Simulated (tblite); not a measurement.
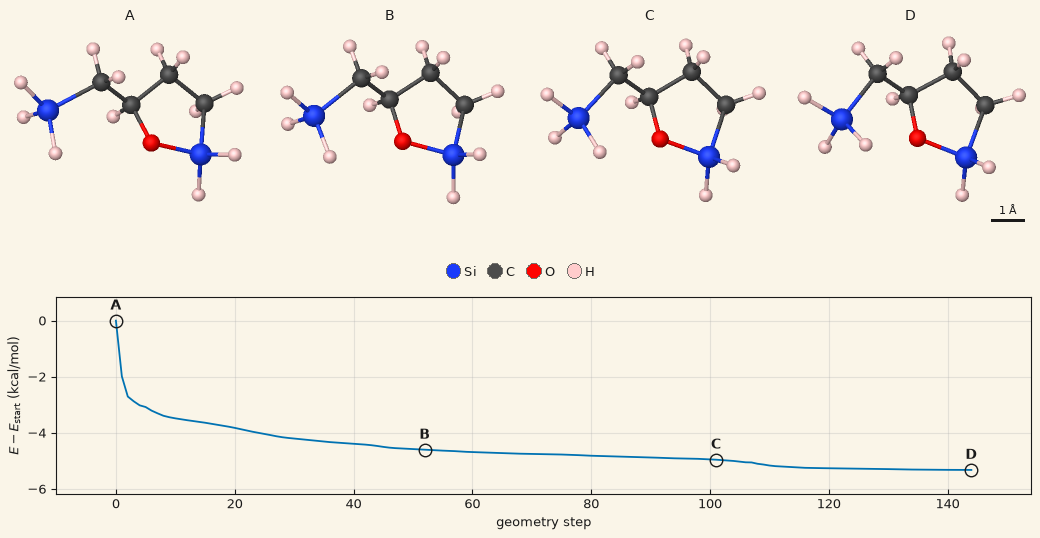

Frames of a relaxation of C₄H₁₂OSi₂, marked on the history of the run. Style: ball-and-stick. Shown from a free direction.

The calculation used GFN2-xTB geometry optimisation, gas phase in tblite 0.8.0. 

**Describe the path.**

The energy falls by 5.32 kcal/mol in 144 geometry steps. The largest move after the best rigid fit is that of an H atom, 1.17 Å. Largest moves by element: H 1.17 Å, O 0.59 Å, Si 0.52 Å, C 0.37 Å. Near-neighbour distances that change, for instance: O–Si 3.375 → 2.678 Å, O–Si 1.691 → 1.632 Å, C–O 1.459 → 1.423 Å, C–Si 1.875 → 1.906 Å. Among the angles between lasting bonds that change: Si–C–C 115.9° → 107.1°, Si–C–H 106.8° → 112.6°, C–O–Si 110.8° → 115.3°. Groups turn about C–C by about 40°. From step 0 to 52: an H atom moves most (0.52 Å), energy −4.60 kcal/mol. From step 52 to 101: an H atom moves most (0.49 Å), energy −0.35 kcal/mol. From step 101 to 144: an H atom moves most (0.42 Å), energy −0.37 kcal/mol.

```
step  E − E(0), kcal/mol
   0                0.00
   1               -1.99
   2               -2.71
   3               -2.88
   4               -3.02
   5               -3.08
   6               -3.21
   7               -3.30
   8               -3.39
   9               -3.44
  10               -3.48
  17               -3.71
  24               -4.00
  31               -4.22
  38               -4.36
  45               -4.50
  52               -4.60
  59               -4.68
  66               -4.73
  73               -4.76
  81               -4.82
  88               -4.86
  95               -4.91
 102               -4.97
 109               -5.13
 116               -5.25
 123               -5.27
 130               -5.29
 137               -5.32
 144               -5.32
```
